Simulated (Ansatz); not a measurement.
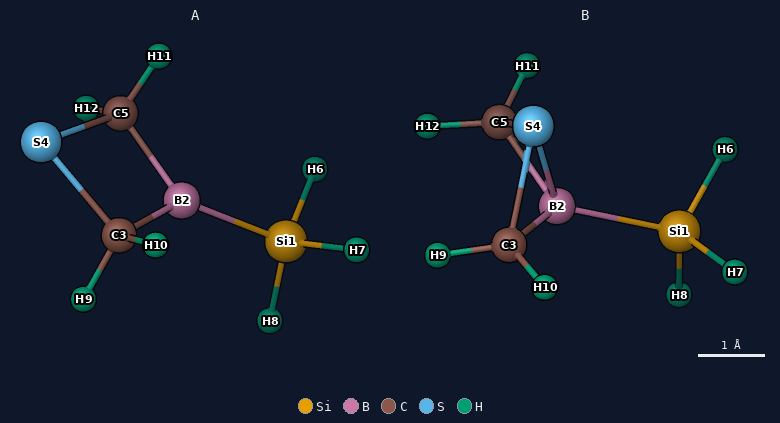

Two geometries of C2H7BSSi, drawn at one scale. One is the start of a relaxation, the other its converged end. Style: ball-and-stick. Shown at a tilt.

Method: RKS PBE0-D4/def2-SVP in Ansatz. Set-up: no spin polarisation; force threshold 0.015 eV/Å; at most 40 steps.

**Which one is relaxed?**

Structure B is the relaxed one. The run prepares an end point of a later path (torsion) calculation, from a guessed geometry. S4 moves most after the best rigid fit: 1.58 Å. By element the largest moves are S 1.58 Å, H 1.19 Å, C 0.39 Å, B 0.25 Å, Si 0.23 Å. Among the contacts that change: B2–S4 2.668 → 1.974 Å, Si1–H8 1.410 → 1.501 Å, Si1–B2 1.918 → 2.005 Å, C3–H10 1.151 → 1.097 Å. Among the angles between lasting bonds that change: B2–C3–S4 101.7° → 69.7°, B2–C5–S4 99.5° → 69.7°, C3–B2–C5 86.7° → 100.8°. Groups turn about C3–S4 by about 40°, S4–C5 by about 40°, Si1–B2 by about 30°. After 25 accepted moves (27 points after the start) the energy has fallen by 139.1 kJ/mol. Largest force component: 3.2 eV/Å at the start, 0.011 eV/Å at the end. The line search rejected the trial steps at points 4, 18 of the run. The forces were under the threshold at step 6, but the run went on from there.
